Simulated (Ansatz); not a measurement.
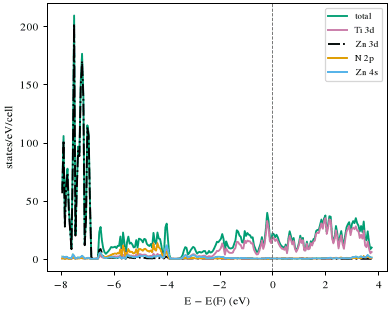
Total and projected density of states of Ti$_{3}$Zn$_{3}$N in space group Fd-3m (No. 227; Ti on 48f, Zn on 16d, Zn on 32e, N on 16c), r²SCAN in the plane-wave PAW code Ansatz

Problem. Which orbitals carry the states next to the Fermi level?

Solution. Within 0.5 eV of the Fermi level: Ti 3d 82 %, outside the projected shells 12 %. Projections are on Löwdin-orthogonalised atomic valence shells; empty p or d shells of many metals are not among them.

Problem. Where is the tallest occupied peak in this window, and what makes it?

Solution. Near -7.5 eV, about 210 states/eV per cell; the largest projected share is Zn 3d.

The workflow started from a Materials Project entry (that database holds measured and hypothetical structures alike); the Crystallography Open Database copy checked does not list it. Whether it is the stable phase at ambient conditions was not checked. The r²SCAN relaxation kept the symmetry of its start; whether a distortion lowers the energy is not shown. No spin polarisation was allowed.

Potentials: the later of the program's two PAW sets.
